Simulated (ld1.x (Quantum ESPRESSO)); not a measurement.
## Mg: pseudopotential generation

- system: magnesium (Mg, Z = 12), core [He], reference valence 2s2 2p6 3s2 3p0, valence charge 10.
- method: ultrasoft potential, PBEsol, scalar-relativistic, made with ld1.x (Quantum ESPRESSO) 7.5

### Key numbers

- outcome: generated
- cutoffs needed: 50 Ry and 90 Ry (the cutoffs, on a coarse ladder, from which the occupation-weighted sum of valence levels, in a spherical-Bessel basis at the reference potential, stays within 10 and 1 mRy of its value at 400 Ry); ghost states and empty shells don't enter this sum
- ghost test: no ghost state below the valence levels in the s, p, d, f channels (spherical-Bessel basis up to 400 Ry, 20 bohr box)
- configuration tests: test run stopped at test 1 of 7 (negative rho)
- lowest eigenvalue of the overlap operator S in a Bessel basis (separate test): 0.14 (s channel)
- density cutoff estimated by the generator: 233 Ry
- range over which the phases arctan(r u′/u) at the test radius agree within 0.05 rad (a looser test near the poles than one of phase shifts): s: up to about 2.0 Ry; p: over the whole range computed
- hardware: 1 CPU thread, shared host
- wall time: 0.69 s

### Input file
```
 &input
   title='Mg', zed=12., rel=1, dft='PBESOL', iswitch=3,
   config='[Ne] 3s2 3p0',
   nld=2, rlderiv=1.55, eminld=-8.0, emaxld=5.0, deld=0.04
 /
 &inputp
   pseudotype=3, tm=.true., lloc=-1, rcloc=1.30,
   nlcc=.false.,
   which_augfun='PSQ', rmatch_augfun_nc=.true.,
   file_pseudopw='Mg.UPF', file_wfcaegen='ae.wfc', file_wfcncgen='nc.wfc', file_beta='beta', file_chi='chi', file_wfcusgen='us.wfc'
 /
4
2S  1  0   2.00   0.00  1.10  1.40  0.0
3S  2  0   2.00   0.00  1.10  1.40  0.0
2P  2  1   6.00   0.00  1.10  1.30  0.0
3P  3  1   0.00   0.00  1.10  1.30  0.0
 &test
   configts(1)='2s2 2p6 3s2 3p0'
 /
```

### Input of the test run
```
 &input
   title='Mg', zed=12., rel=1, dft='PBESOL', iswitch=2,
   config='[Ne] 3s2 3p0'
 /
 &test
   file_pseudo='Mg.UPF', nconf=8,
   configts(1)='2s2 2p6 3s2 3p0',
   configts(2)='2s2 2p6 3s1 3p0',
   configts(3)='2s2 2p6 3s0 3p0',
   configts(4)='2s2 2p6 3s1.5 3p0',
   configts(5)='2s1 2p6 3s2 3p0',
   configts(6)='2s2 2p6 3s0 3p2',
   configts(7)='2s2 2p5 3s2 3p0',
   configts(8)='2s2 2p6 3s0 3p1'
 /
```

Run as:
```bash
ld1.x < Mg.in > Mg.out
```

### Log
```
     Program LD1 v.7.5
     --------------------------- All-electron run ----------------------------

     Mg
     scalar relativistic calculation

     atomic number is 12.00
     dft =PBESOL   lsd =0 sic =0 latt =0  beta=0.20 tr2=1.0E-14
     Exchange-correlation= PBESOL
                           (   1   4  10   8   0   0   0)
     mesh =1129 r(mesh) = 100.99726 a.u. xmin = -7.00 dx = 0.01250
     1 Ry =  13.60569312 eV, c = 137.03599908

     n l     nl                  e(Ry)          e(Ha)          e(eV)
     1 0     1S 1( 2.00)       -92.3614       -46.1807     -1256.6411
     2 0     2S 1( 2.00)        -5.8500        -2.9250       -79.5934
     2 1     2P 1( 6.00)        -3.4214        -1.7107       -46.5510
     3 0     3S 1( 2.00)        -0.3439        -0.1720        -4.6792
     3 1     3P 1( 0.00)        -0.0959        -0.0480        -1.3054

     final scf error:  9.5E-15 reached in  28 iterations

     Etot =    -399.681241 Ry,    -199.840621 Ha,   -5437.940313 eV

     Ekin =     400.031463 Ry,     200.015731 Ha,    5442.705318 eV
     Encl =    -959.622327 Ry,    -479.811163 Ha,  -13056.326892 eV
     Eh   =     191.669192 Ry,      95.834596 Ha,    2607.792209 eV
     Exc  =     -31.759569 Ry,     -15.879784 Ha,    -432.110949 eV

     normalization and overlap integrals

     s(1S/1S) =  1.000000  <r> =   0.1308  <r2> =    0.0231  r(max) =   0.0854
     s(2S/2S) =  1.000000  <r> =   0.6984  <r2> =    0.5875  r(max) =   0.5502
     s(2P/2P) =  1.000000  <r> =   0.6898  <r2> =    0.6120  r(max) =   0.4796
     s(3S/3S) =  1.000000  <r> =   3.1533  <r2> =   11.6604  r(max) =   2.5602
     s(3P/3P) =  1.000000  <r> =   4.5592  <r2> =   25.1389  r(max) =   3.4994

     ------------------------ End of All-electron run ------------------------

     --------------------- Generating US pseudopotential ---------------------

      Generating local potential from pseudized AE potential:
      Matching radius rcloc =   1.3000

      Local pseudo, rcloc= 1.304 Estimated cut-off energy=    14.27 Ry
      Wfc-us  2S rcutus= 1.405  Estimated cut-off energy=    27.53 Ry
      Wfc-us  3S rcutus= 1.405  Estimated cut-off energy=    58.10 Ry
      Wfc-us  2P rcutus= 1.304  Estimated cut-off energy=    48.75 Ry
      Wfc-us  3P rcutus= 1.304  Estimated cut-off energy=    93.91 Ry

     Q pseudized with Bessel functions
     Expected ecutrho=     232.5861 due to l1=  1   l2=  1

     ------------------- End of pseudopotential generation -------------------

     --------------------------- All-electron run ----------------------------

     Mg
     scalar relativistic calculation

     atomic number is 12.00
     dft =PBESOL   lsd =0 sic =0 latt =0  beta=0.20 tr2=1.0E-14
     Exchange-correlation= PBESOL
                           (   1   4  10   8   0   0   0)
     mesh =1129 r(mesh) = 100.99726 a.u. xmin = -7.00 dx = 0.01250
     1 Ry =  13.60569312 eV, c = 137.03599908

     n l     nl                  e(Ry)          e(Ha)          e(eV)
     1 0     1S 1( 2.00)       -92.3614       -46.1807     -1256.6411
     2 0     2S 1( 2.00)        -5.8500        -2.9250       -79.5934
     2 1     2P 1( 6.00)        -3.4214        -1.7107       -46.5510
     3 0     3S 1( 2.00)        -0.3439        -0.1720        -4.6792
     3 1     3P 1( 0.00)        -0.0959        -0.0480        -1.3054

     final scf error:  9.5E-15 reached in  28 iterations

     Etot =    -399.681241 Ry,    -199.840621 Ha,   -5437.940313 eV

     Ekin =     400.031463 Ry,     200.015731 Ha,    5442.705318 eV
     Encl =    -959.622327 Ry,    -479.811163 Ha,  -13056.326892 eV
     Eh   =     191.669192 Ry,      95.834596 Ha,    2607.792209 eV
     Exc  =     -31.759569 Ry,     -15.879784 Ha,    -432.110949 eV

     normalization and overlap integrals

     s(1S/1S) =  1.000000  <r> =   0.1308  <r2> =    0.0231  r(max) =   0.0854
     s(2S/2S) =  1.000000  <r> =   0.6984  <r2> =    0.5875  r(max) =   0.5502
     s(2P/2P) =  1.000000  <r> =   0.6898  <r2> =    0.6120  r(max) =   0.4796
     s(3S/3S) =  1.000000  <r> =   3.1533  <r2> =   11.6604  r(max) =   2.5602
     s(3P/3P) =  1.000000  <r> =   4.5592  <r2> =   25.1389  r(max) =   3.4994

     ------------------------ End of All-electron run ------------------------

     Computing logarithmic derivative in   1.54321
     Computing logarithmic derivative in   1.54321
     Computing the partial wave expansion
     R is outside the sphere for l=    0 j= 0.00
     R is outside the sphere for l=    0 j= 0.00
     R is outside the sphere for l=    1 j= 0.00
     R is outside the sphere for l=    1 j= 0.00

     ---------------------- Testing the pseudopotential ----------------------

     Mg
     scalar relativistic calculation

     atomic number is 12.00   valence charge is 10.00
     dft =PBESOL   lsd =0 sic =0 latt =0  beta=0.20 tr2=1.0E-14
     mesh =1129 r(mesh) = 100.99726 xmin = -7.00 dx = 0.01250

     n l     nl             e AE (Ry)        e PS (Ry)    De AE-PS (Ry)
     1 0     2S   1( 2.00)       -5.85000       -5.84995       -0.00005
     2 1     2P   1( 6.00)       -3.42144       -3.42138       -0.00005
     2 0     3S   1( 2.00)       -0.34392       -0.34391       -0.00001
     3 1     3P   1( 0.00)       -0.09594       -0.09594       -0.00000

     eps = 2.0E-15  iter =  6

     Etot =    -399.681241 Ry,    -199.840621 Ha,   -5437.940313 eV
     Etotps =  -125.859783 Ry,     -62.929891 Ha,   -1712.409581 eV

     Ekin =      29.129345 Ry,      14.564672 Ha,     396.324925 eV
     Encl =    -236.670232 Ry,    -118.335116 Ha,   -3220.062548 eV
     Ehrt =      98.022467 Ry,      49.011234 Ha,    1333.663607 eV
     Ecxc =     -16.506183 Ry,      -8.253091 Ha,    -224.578060 eV
     Epseu=       0.164820 Ry,       0.082410 Ha,       2.242496 eV

     ---------------------- End of pseudopotential test ----------------------
```

### Output of the test run (extracts)
```
     ---------------------- Testing the pseudopotential ----------------------

     Mg
     scalar relativistic calculation

     atomic number is 12.00   valence charge is 10.00
     dft =PBESOL   lsd =0 sic =0 latt =0  beta=0.20 tr2=1.0E-14
     mesh =1129 r(mesh) = 100.99726 xmin = -7.00 dx = 0.01250

     n l     nl             e AE (Ry)        e PS (Ry)    De AE-PS (Ry)
     1 0     2S   1( 2.00)       -5.85000       -5.84995       -0.00005
     2 1     2P   1( 6.00)       -3.42144       -3.42138       -0.00005
     2 0     3S   1( 2.00)       -0.34392       -0.34391       -0.00001
     3 1     3P   1( 0.00)       -0.09594       -0.09594       -0.00000

     eps = 3.4E-16  iter =  6

     Etot =    -399.681241 Ry,    -199.840621 Ha,   -5437.940313 eV
     Etotps =  -125.859783 Ry,     -62.929892 Ha,   -1712.409587 eV

     Ekin =      29.129345 Ry,      14.564672 Ha,     396.324922 eV
     Encl =    -236.670233 Ry,    -118.335116 Ha,   -3220.062555 eV
     Ehrt =      98.022468 Ry,      49.011234 Ha,    1333.663613 eV
     Ecxc =     -16.506183 Ry,      -8.253091 Ha,    -224.578060 eV
     Epseu=       0.164820 Ry,       0.082410 Ha,       2.242493 eV

     ---------------------- End of pseudopotential test ----------------------
```

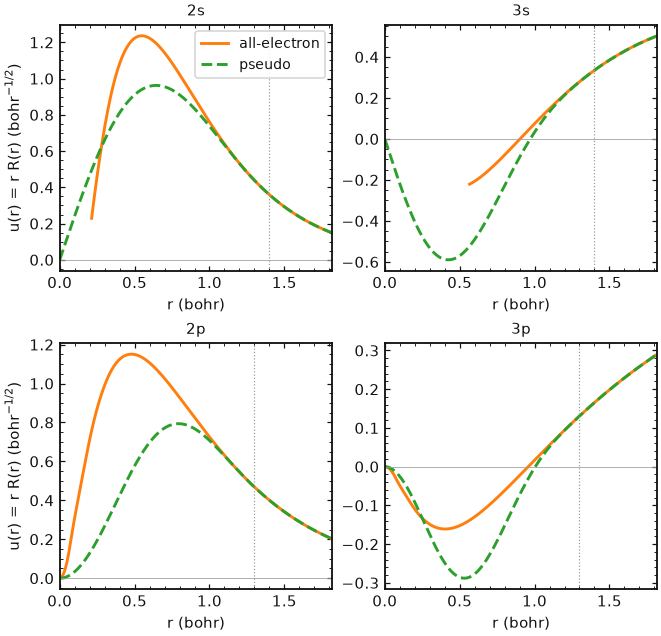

Figure 1. Pseudo-waves (dashed) against the all-electron radial functions (solid). Dotted lines mark the matching radii. The innermost oscillations of some all-electron curves aren't drawn. Pseudo-waves: 2s has no node; 3s has a node at about 1.0 bohr; 2p has no node; 3p has a node at about 1.0 bohr. A node in 3s and 3p is allowed, since a lower shell of the same l is also in the valence.

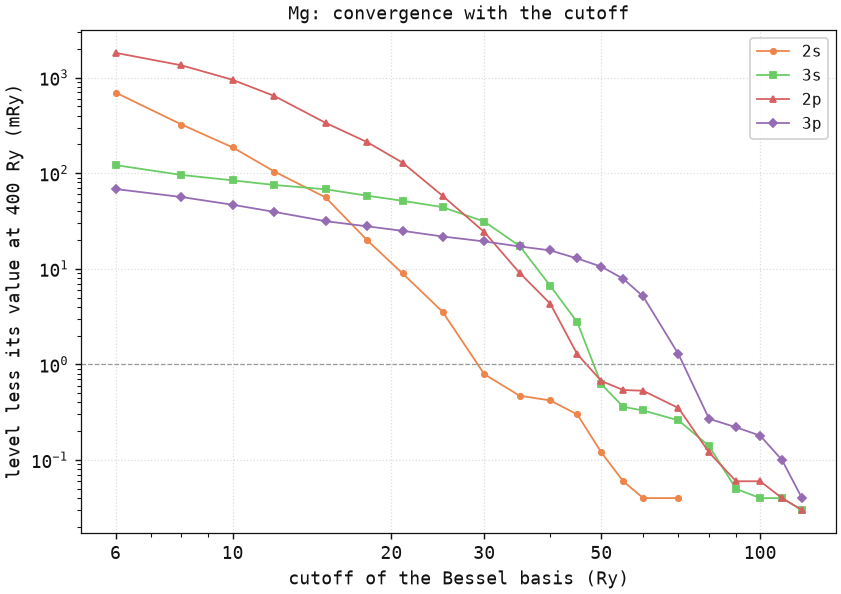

Figure 2. The pseudo-atom Hamiltonian at the reference potential is diagonalised in spherical Bessel functions (20 bohr box) up to the cutoff. Curves: distance of each valence level from its value at 400 Ry.

- Cutoffs for 10 and 1 mRy in the occupation-weighted sum of levels: 50 Ry and 90 Ry, on the ladder of cutoffs that was run.
- Cutoffs from which each level stays within 1 mRy: 2s: 30 Ry; 3s: 50 Ry; 2p: 50 Ry; 3p: 80 Ry.

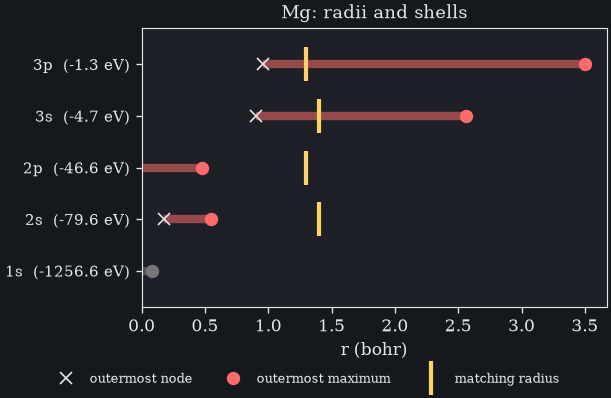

Figure 3. Outer shells of the all-electron reference atom: each bar runs from the outermost node (or the nucleus) to the outermost maximum of u(r); the tick is the radius chosen for the pseudo-wave. Shells without a tick have no pseudo-wave of their own. Levels, nodes and maxima are from ld1.x, scalar-relativistic.

- Radii against the shells: 2s: 1.40 bohr, outside the maximum; 2p: 1.30 bohr, outside the maximum; 3s: 1.40 bohr, between node and maximum; 3p: 1.30 bohr, between node and maximum.

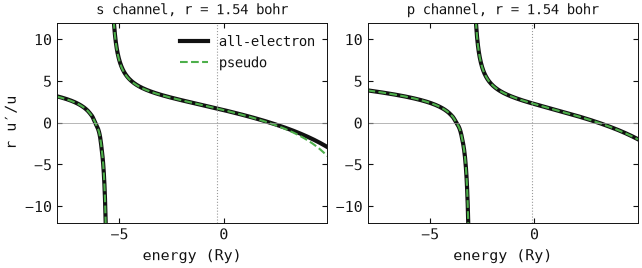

Figure 4. Logarithmic derivatives r u′/u at the test radius against energy, all-electron atom (solid) and pseudo-atom (dashed). Here u = r R(r). The dotted line marks the reference energy of the channel.

- Zeros of the logarithmic derivative: s: all-electron -6.2 and 2.2 Ry, pseudo -6.2 and 2.1 Ry; p: all-electron -3.7 and 3.1 Ry, pseudo -3.7 and 3.1 Ry.
- Ghost states: the plot shows none: pseudo and all-electron curves have the same branches in all channels drawn. The separate test gives: no ghost state below the valence levels in the s, p, d, f channels.
- Poles, where the radial function vanishes at the test radius: s: all-electron at -5.5 Ry, pseudo at -5.5 Ry; p: all-electron at -3.0 Ry, pseudo at -3.0 Ry.
